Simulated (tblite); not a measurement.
## Run report: C₅H₁₇N₃Si, geometry relaxation (part 2 of 3)

The same run, continued: C₅H₁₇N₃Si, SMILES CN(C)[SiH2]N(C)CCN; GFN2-xTB geometry optimisation, gas phase (tblite 0.8.0). It belongs to a series of runs on one base structure; here: H on C replaced by CH2NH2.

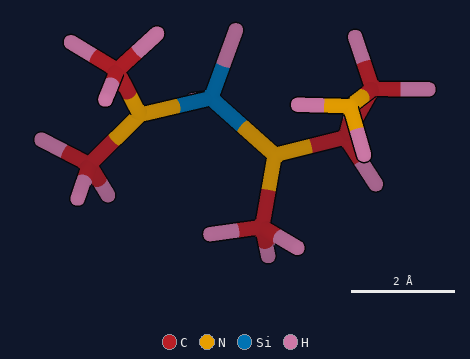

The geometry at step 94 of the log (stick view, seen at a tilt).

**Trajectory as extended XYZ, continued**
```
26
Properties=species:S:1:pos:R:3:forces:R:3 step=31 energy=-813.37959
C     2.5960    0.1401   -1.4050    0.0210  -0.0250   0.0070
N     2.0278    0.2366   -0.0888   -0.0990   0.0380   0.0090
C     2.5150    1.4035    0.5968    0.0190   0.0240   0.0390
Si    0.7493   -0.7476    0.4996    0.0050  -0.0260   0.0010
N    -0.7863   -0.6006   -0.3023    0.0450   0.0160   0.0430
C    -0.8039   -0.8957   -1.7277   -0.0040   0.0080   0.0040
C    -2.0411   -0.8988    0.3692   -0.0330  -0.0100  -0.0070
C    -2.3356   -0.0371    1.6054   -0.0160   0.0980  -0.0140
N    -2.6323    1.3490    1.3020    0.0070   0.1180  -0.0120
H     3.6868    0.1572   -1.3269    0.0980   0.0110  -0.0530
H     2.2924    0.9856   -2.0356   -0.0250  -0.0410  -0.0340
H     2.3118   -0.7870   -1.8922   -0.1250  -0.0270   0.0380
H     3.6089    1.4033    0.5837    0.0550   0.0340  -0.0260
H     2.1680    2.3286    0.1211    0.0140   0.0190   0.0100
H     2.1982    1.3979    1.6335   -0.1270  -0.0100   0.0240
H     1.2426   -2.1349    0.3784   -0.0070   0.0010  -0.0210
H     0.5701   -0.3510    1.8896    0.0540  -0.0200  -0.0100
H    -0.5882   -0.0027   -2.3200    0.0640   0.0780   0.0830
H    -0.0704   -1.6589   -1.9939    0.0110  -0.0240  -0.0080
H    -1.7821   -1.2629   -2.0328   -0.0340  -0.0280  -0.0150
H    -2.8467   -0.7010   -0.3471   -0.0760  -0.0810  -0.0010
H    -2.1040   -1.9552    0.6640    0.0590  -0.0830  -0.0310
H    -3.2011   -0.4598    2.1282    0.0550   0.0080  -0.0580
H    -1.4862   -0.0425    2.2876   -0.0400  -0.0630   0.0060
H    -1.8561    1.7403    0.7793    0.0720   0.0330   0.0080
H    -3.4536    1.4165    0.7069    0.0080  -0.0490   0.0160
26
Properties=species:S:1:pos:R:3:forces:R:3 step=47 energy=-813.44061
C     2.5024    0.1081   -1.4247    0.0060   0.0340   0.0250
N     1.9634    0.2506   -0.0996   -0.0070  -0.0060   0.0390
C     2.4321    1.4345    0.5713   -0.0150   0.0230  -0.0070
Si    0.7734   -0.8036    0.5446    0.0630  -0.0630   0.0150
N    -0.7648   -0.6413   -0.2366    0.0630   0.0280   0.0120
C    -0.7438   -0.7972   -1.6792   -0.0250   0.0080  -0.0330
C    -2.0147   -0.9755    0.4116   -0.0400   0.0200  -0.0200
C    -2.3516   -0.0361    1.5812   -0.0200  -0.0040   0.0550
N    -2.5374    1.3594    1.2340    0.0050  -0.0490  -0.0560
H     3.5970    0.0729   -1.3984    0.0280  -0.0050   0.0370
H     2.2128    0.9561   -2.0565   -0.0060   0.0140  -0.0530
H     2.1380   -0.8066   -1.8845    0.0370   0.0210   0.0490
H     3.5227    1.4138    0.6892   -0.0330  -0.0310  -0.0500
H     2.1687    2.3358    0.0053    0.0270   0.0260  -0.0140
H     1.9815    1.5061    1.5574    0.0100  -0.0280  -0.0240
H     1.2684   -2.1822    0.3256    0.0190   0.0680   0.0570
H     0.6721   -0.4597    1.9578   -0.0570  -0.0380  -0.0470
H    -0.4223    0.1308   -2.1565    0.0360   0.0350   0.0130
H    -0.0629   -1.5921   -1.9950   -0.0300  -0.0310  -0.0240
H    -1.7323   -1.0464   -2.0586   -0.0770   0.0150  -0.0170
H    -2.8116   -0.8830   -0.3312   -0.1120  -0.0180  -0.0220
H    -2.0261   -2.0123    0.7799    0.0410   0.0100   0.0160
H    -3.2803   -0.3828    2.0430   -0.0270  -0.0420   0.0040
H    -1.5596   -0.0993    2.3258    0.0240   0.0500   0.0510
H    -1.6800    1.7327    0.8388    0.0090  -0.0630  -0.0360
H    -3.2661    1.4402    0.5285    0.0810   0.0270   0.0250
26
Properties=species:S:1:pos:R:3:forces:R:3 step=62 energy=-813.49775
C     2.4739    0.1017   -1.4105    0.0380   0.0180  -0.0350
N     1.8431    0.3240   -0.1348    0.0360  -0.0410  -0.0880
C     2.3611    1.4844    0.5375   -0.0020  -0.0330  -0.0270
Si    0.7736   -0.8257    0.5591    0.0080  -0.0410  -0.0430
N    -0.7667   -0.7080   -0.2168   -0.0340   0.0280  -0.0230
C    -0.7977   -0.6901   -1.6654    0.0220  -0.0120  -0.0040
C    -1.9894   -1.0795    0.4630   -0.0310   0.0330   0.0490
C    -2.3508   -0.0642    1.5723   -0.0610  -0.0120   0.0020
N    -2.3634    1.3190    1.1420    0.0180   0.0290   0.0170
H     3.5680    0.0824   -1.3080   -0.0660  -0.0260   0.0080
H     2.2224    0.9025   -2.1205    0.0240  -0.0130   0.0660
H     2.1485   -0.8449   -1.8387    0.0360   0.0620   0.0840
H     3.4424    1.3875    0.6974   -0.0030   0.0220   0.0330
H     2.1898    2.3837   -0.0637    0.0020   0.0390  -0.0080
H     1.8735    1.6101    1.4987   -0.0140  -0.0290   0.0110
H     1.3934   -2.1613    0.3935   -0.0700   0.0370  -0.0200
H     0.5679   -0.5501    1.9734    0.0800   0.0840   0.0100
H    -0.2742    0.1949   -2.0321   -0.0330  -0.0010   0.0180
H    -0.2992   -1.5672   -2.0935   -0.1000  -0.0390  -0.0330
H    -1.8233   -0.6646   -2.0415    0.0770   0.0230   0.0790
H    -2.8120   -1.0876   -0.2627    0.0770  -0.0500   0.0280
H    -1.9169   -2.0830    0.9064   -0.0380   0.0550  -0.0230
H    -3.3478   -0.3009    1.9534   -0.0120  -0.0650   0.0130
H    -1.6438   -0.1475    2.4016   -0.0130   0.0010  -0.0900
H    -1.4511    1.5569    0.7653    0.0410  -0.0290  -0.0140
H    -3.0423    1.4502    0.3977    0.0180  -0.0390  -0.0080
26
Properties=species:S:1:pos:R:3:forces:R:3 step=78 energy=-813.54039
C     2.5153    0.1034   -1.3948    0.0060  -0.0200  -0.0290
N     1.8115    0.3465   -0.1645    0.0350   0.0400  -0.0270
C     2.3105    1.5114    0.5181    0.0050   0.0260  -0.0010
Si    0.7734   -0.8196    0.5554    0.0620   0.0150  -0.0360
N    -0.7750   -0.7727   -0.2048    0.0160   0.0440   0.0250
C    -0.8939   -0.6092   -1.6352    0.0320  -0.0160   0.0420
C    -1.9752   -1.1681    0.4979   -0.0150  -0.0030   0.0000
C    -2.3685   -0.0980    1.5447    0.0300  -0.0200  -0.0070
N    -2.2376    1.2617    1.0606   -0.0650   0.0170   0.0230
H     3.6001    0.0816   -1.2271   -0.0260  -0.0290  -0.0070
H     2.3092    0.8925   -2.1305    0.0160   0.0070   0.0430
H     2.2101   -0.8489   -1.8189    0.0080  -0.0110   0.0100
H     3.3793    1.4078    0.7454   -0.0070  -0.0210   0.0180
H     2.1913    2.4043   -0.1051   -0.0220   0.0010  -0.0400
H     1.7709    1.6676    1.4466   -0.0190  -0.0370   0.0120
H     1.3837   -2.1595    0.4317   -0.0030   0.0200   0.0100
H     0.6327   -0.4313    1.9551   -0.0310  -0.0370   0.0050
H    -0.1774    0.1379   -1.9686    0.0250   0.0010  -0.0330
H    -0.6932   -1.5429   -2.1741   -0.0480  -0.0240  -0.0310
H    -1.8960   -0.2693   -1.9015    0.0030   0.0180  -0.0050
H    -2.7882   -1.2725   -0.2255   -0.0160  -0.0130  -0.0180
H    -1.8488   -2.1362    0.9957    0.0210   0.0190   0.0180
H    -3.4009   -0.2654    1.8684    0.0670   0.0200  -0.0240
H    -1.7124   -0.1938    2.4120   -0.0310  -0.0060   0.0230
H    -1.2853    1.3850    0.7237   -0.0430   0.0230   0.0250
H    -2.8566    1.4104    0.2684    0.0000  -0.0150   0.0040
26
Properties=species:S:1:pos:R:3:forces:R:3 step=94 energy=-813.56991
C     2.5896    0.0838   -1.3963    0.0040   0.0020   0.0080
N     1.8438    0.3450   -0.1960   -0.0280   0.0110   0.0070
C     2.2913    1.5210    0.5001    0.0110   0.0320  -0.0270
Si    0.7988   -0.8096    0.5230   -0.0190  -0.0410  -0.0070
N    -0.7586   -0.7039   -0.2085    0.0140  -0.0670  -0.0080
C    -0.9412   -0.5780   -1.6348    0.0430   0.0210   0.0360
C    -1.9264   -1.1662    0.5123   -0.0230  -0.0020  -0.0090
C    -2.3879   -0.1145    1.5474    0.0150  -0.0260   0.0260
N    -2.3212    1.2533    1.0749   -0.0140  -0.0060   0.0450
H     3.6615   -0.0115   -1.1840    0.0200  -0.0100   0.0010
H     2.4632    0.9004   -2.1173    0.0090   0.0270   0.0090
H     2.2443   -0.8378   -1.8565    0.0190  -0.0170   0.0230
H     3.3484    1.4404    0.7812    0.0140  -0.0180   0.0090
H     2.1800    2.4073   -0.1329    0.0020   0.0240  -0.0400
H     1.7000    1.6634    1.3994    0.0270   0.0020   0.0000
H     1.3964   -2.1562    0.4180   -0.0070   0.0180  -0.0300
H     0.6263   -0.4486    1.9270    0.0180  -0.0020   0.0240
H    -0.0924   -0.0490   -2.0586    0.0330   0.0050   0.0070
H    -1.0235   -1.5546   -2.1297   -0.0310   0.0140   0.0040
H    -1.8450   -0.0027   -1.8513   -0.0200  -0.0110  -0.0310
H    -2.7331   -1.3391   -0.2042   -0.0230  -0.0200  -0.0140
H    -1.7268   -2.1114    1.0290   -0.0090   0.0080  -0.0190
H    -3.4166   -0.3375    1.8445    0.0070   0.0330   0.0030
H    -1.7536   -0.1808    2.4327    0.0060   0.0010   0.0290
H    -1.3583    1.4559    0.8200   -0.0170   0.0040  -0.0130
H    -2.8796    1.3535    0.2337   -0.0460   0.0160  -0.0330
26
Properties=species:S:1:pos:R:3:forces:R:3 step=109 energy=-813.57886
C     2.6253    0.0783   -1.3785   -0.0090  -0.0080  -0.0100
N     1.8404    0.3601   -0.2079    0.0080   0.0070   0.0150
C     2.3071    1.5346    0.4792   -0.0040   0.0070   0.0030
Si    0.7976   -0.8022    0.5091    0.0180  -0.0200  -0.0030
N    -0.7683   -0.7004   -0.2066    0.0300   0.0020  -0.0130
C    -0.9442   -0.5795   -1.6348    0.0210   0.0100   0.0050
C    -1.9390   -1.1605    0.5125    0.0160  -0.0010  -0.0160
C    -2.3967   -0.1233    1.5624   -0.0050  -0.0010  -0.0050
N    -2.3876    1.2481    1.0955    0.0020   0.0190   0.0160
H     3.6884   -0.0301   -1.1253   -0.0130  -0.0100  -0.0150
H     2.5356    0.8959   -2.1039    0.0160  -0.0100  -0.0100
H     2.2845   -0.8420   -1.8435    0.0170  -0.0160  -0.0110
H     3.3670    1.4362    0.7484   -0.0190   0.0100   0.0170
H     2.2036    2.4182   -0.1606    0.0030  -0.0020  -0.0040
H     1.7299    1.6906    1.3848   -0.0070   0.0050   0.0080
H     1.3985   -2.1413    0.3473   -0.0030   0.0030   0.0040
H     0.6558   -0.4807    1.9272   -0.0070   0.0080  -0.0160
H    -0.0589   -0.1195   -2.0660    0.0000   0.0020   0.0180
H    -1.0966   -1.5553   -2.1156   -0.0060   0.0230   0.0190
H    -1.8057    0.0535   -1.8669   -0.0170  -0.0080   0.0100
H    -2.7466   -1.3274   -0.2050   -0.0190   0.0160  -0.0130
H    -1.7421   -2.1115    1.0187    0.0000  -0.0150   0.0010
H    -3.4112   -0.3713    1.8854   -0.0100  -0.0050   0.0180
H    -1.7377   -0.1770    2.4315    0.0000   0.0180  -0.0140
H    -1.4421    1.4868    0.8108    0.0170  -0.0090  -0.0120
H    -2.9781    1.3424    0.2745   -0.0280  -0.0250   0.0070
26
Properties=species:S:1:pos:R:3:forces:R:3 step=125 energy=-813.58469
C     2.6602    0.0489   -1.3765    0.0020   0.0100  -0.0020
N     1.8684    0.3413   -0.2117    0.0020  -0.0050  -0.0300
C     2.3024    1.5355    0.4623   -0.0020  -0.0130  -0.0010
Si    0.8147   -0.8096    0.5068   -0.0280   0.0000   0.0150
N    -0.7569   -0.6753   -0.1923   -0.0430   0.0200  -0.0040
C    -0.9228   -0.5545   -1.6216   -0.0330  -0.0220   0.0050
C    -1.9412   -1.1372    0.5065    0.0050  -0.0140  -0.0090
C    -2.3905   -0.1270    1.5829    0.0160  -0.0080  -0.0140
N    -2.4620    1.2426    1.1138    0.0050   0.0180  -0.0200
H     3.7219   -0.0730   -1.1209   -0.0400  -0.0110   0.0110
H     2.5873    0.8654   -2.1052   -0.0040   0.0070   0.0060
H     2.3081   -0.8656   -1.8462    0.0350  -0.0100   0.0190
H     3.3515    1.4514    0.7745   -0.0080   0.0260  -0.0090
H     2.2113    2.4042   -0.1996    0.0200  -0.0070  -0.0020
H     1.6904    1.7041    1.3425   -0.0030   0.0120   0.0120
H     1.4039   -2.1460    0.3123    0.0060  -0.0400   0.0130
H     0.6800   -0.5025    1.9282    0.0080  -0.0030  -0.0090
H    -0.0292   -0.1083   -2.0479   -0.0070   0.0220  -0.0070
H    -1.0859   -1.5316   -2.0950    0.0100   0.0140  -0.0240
H    -1.7806    0.0832   -1.8586    0.0290   0.0070   0.0030
H    -2.7499   -1.2562   -0.2208   -0.0020  -0.0020  -0.0070
H    -1.7725   -2.1135    0.9750    0.0200   0.0160   0.0210
H    -3.3753   -0.4194    1.9579    0.0010   0.0020  -0.0040
H    -1.6865   -0.1492    2.4161    0.0220  -0.0010   0.0080
H    -1.5495    1.5030    0.7496    0.0140   0.0000   0.0160
H    -3.1184    1.3118    0.3412   -0.0260  -0.0180   0.0140
26
Properties=species:S:1:pos:R:3:forces:R:3 step=140 energy=-813.59131
C     2.7048    0.0021   -1.3527    0.0020   0.0030   0.0030
N     1.8583    0.3240   -0.2362    0.0080   0.0060   0.0080
C     2.2634    1.5372    0.4242    0.0130  -0.0070   0.0010
Si    0.8183   -0.8287    0.5009   -0.0130   0.0240  -0.0010
N    -0.7489   -0.6672   -0.1998   -0.0210  -0.0100   0.0160
C    -0.9252   -0.4791   -1.6202   -0.0040  -0.0010  -0.0100
C    -1.9244   -1.1389    0.5044   -0.0150   0.0020   0.0170
C    -2.3592   -0.1360    1.5938   -0.0020  -0.0130   0.0050
N    -2.5137    1.2252    1.1195   -0.0050  -0.0220  -0.0050
H     3.7522   -0.1063   -1.0423    0.0020  -0.0080  -0.0050
H     2.6599    0.7982   -2.1055    0.0110  -0.0040  -0.0040
H     2.3812   -0.9286   -1.8104    0.0120  -0.0070   0.0080
H     3.2917    1.4587    0.8024   -0.0190   0.0110  -0.0030
H     2.2251    2.3804   -0.2749   -0.0030  -0.0120   0.0100
H     1.6004    1.7452    1.2592    0.0110  -0.0060  -0.0250
H     1.3877   -2.1775    0.3239    0.0090   0.0030  -0.0130
H     0.7013   -0.5233    1.9253    0.0030  -0.0040  -0.0070
H    -0.0164   -0.0511   -2.0339   -0.0080   0.0200  -0.0040
H    -1.1297   -1.4253   -2.1390   -0.0010   0.0150   0.0180
H    -1.7551    0.2057   -1.8226    0.0030  -0.0100   0.0130
H    -2.7411   -1.2632   -0.2138    0.0090  -0.0020   0.0130
H    -1.7370   -2.1122    0.9724   -0.0090   0.0120  -0.0050
H    -3.3077   -0.4609    2.0301    0.0020  -0.0150  -0.0160
H    -1.6062   -0.1234    2.3842    0.0050   0.0080  -0.0070
H    -1.6499    1.5021    0.6617    0.0240   0.0160   0.0140
H    -3.2511    1.2654    0.4223   -0.0130   0.0030  -0.0220
26
Properties=species:S:1:pos:R:3:forces:R:3 step=156 energy=-813.59923
C     2.8284   -0.0899   -1.2997    0.0000  -0.0090  -0.0030
N     1.8767    0.2898   -0.2915   -0.0190   0.0090   0.0080
C     2.2003    1.5505    0.3246   -0.0080  -0.0100  -0.0050
Si    0.8363   -0.8510    0.4667    0.0200  -0.0090  -0.0080
N    -0.7431   -0.6694   -0.1922    0.0280  -0.0050  -0.0090
C    -0.9742   -0.3133   -1.5722   -0.0070   0.0100   0.0210
C    -1.8971   -1.1657    0.5283    0.0210   0.0120  -0.0120
C    -2.3561   -0.1636    1.6055   -0.0010  -0.0020  -0.0040
N    -2.6273    1.1689    1.1020    0.0000   0.0030   0.0130
H     3.8391   -0.1887   -0.8850    0.0320   0.0190   0.0080
H     2.8608    0.6649   -2.0935    0.0130   0.0140   0.0050
H     2.5451   -1.0412   -1.7400   -0.0170  -0.0190   0.0020
H     3.1717    1.5112    0.8355   -0.0060  -0.0010  -0.0120
H     2.2503    2.3392   -0.4337   -0.0070  -0.0020  -0.0010
H     1.4372    1.8142    1.0518    0.0080  -0.0120  -0.0160
H     1.3996   -2.1946    0.2444   -0.0130  -0.0020   0.0080
H     0.7458   -0.5766    1.9017    0.0220  -0.0150   0.0040
H    -0.0473    0.0607   -1.9999   -0.0140   0.0050   0.0190
H    -1.3089   -1.1731   -2.1645    0.0100  -0.0330   0.0050
H    -1.7343    0.4692   -1.6554   -0.0290   0.0180  -0.0030
H    -2.7151   -1.3396   -0.1781    0.0050  -0.0010  -0.0010
H    -1.6627   -2.1181    1.0148    0.0080   0.0000  -0.0190
H    -3.2591   -0.5406    2.0932   -0.0210  -0.0040  -0.0210
H    -1.5693   -0.0777    2.3572   -0.0210   0.0190   0.0130
H    -1.7803    1.5324    0.6760    0.0130   0.0070  -0.0060
H    -3.3375    1.1247    0.3769   -0.0180   0.0080   0.0130
```
